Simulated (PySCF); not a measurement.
# C3H6N2Si: the cost of one run

The runs use PySCF 2.14.0, with density-fitted response routines of our own; the level of theory stands in each step. All values are computed, except where a source is named. Atoms are numbered from 0 throughout.

### 1 The starting structure

12 atoms, charge 0, multiplicity 1; geometry from: GFN2-xTB.

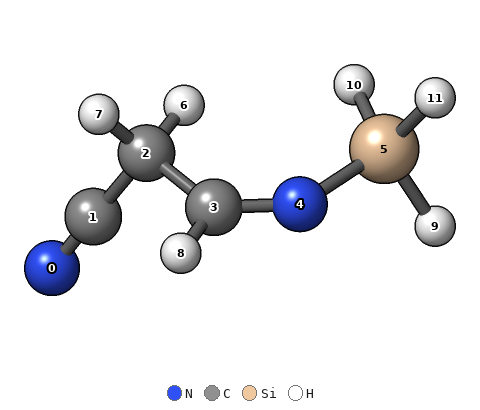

As it starts; nitrogen blue, carbon grey, silicon light orange, hydrogen white, atoms numbered; sticks join atoms by distance.

### 2 Excited states and response: CAM-B3LYP/def2-SVPD

What the job is given:

```
{"job": {"kind": "uv", "xc": "CAM-B3LYP", "basis": "def2-SVPD", "nstates": 8, "ntriplets": 3}, "charge": 0, "multiplicity": 1}
N     -2.439645     2.301380    -0.082943
C     -1.944357     1.299861     0.157841
C     -1.304260     0.041624     0.438067
C     -0.560265    -0.430862    -0.795073
N      0.666321    -0.589014    -0.910349
Si     2.077254    -0.389382     0.054050
H     -0.610917     0.165123     1.272737
H     -2.073999    -0.691127     0.698851
H     -1.202043    -0.639487    -1.653477
H      2.855065     0.573026    -0.715992
H      1.905211     0.096556     1.432561
H      2.632836    -1.738382     0.077700
```

Level: TDDFT CAM-B3LYP/def2-SVPD, vertical, gas phase, core orbitals frozen in the response.

Launch:

```bash
> OMP_NUM_THREADS=1 python probes_run.py task.json out
```

The driver reads the jobs from task.json and runs them one after another.

Q: Estimate the wall time and peak memory of this first job on 1 thread of Arm Neoverse N1, shared host.

About 45 s, with a peak of 0.74 GiB.
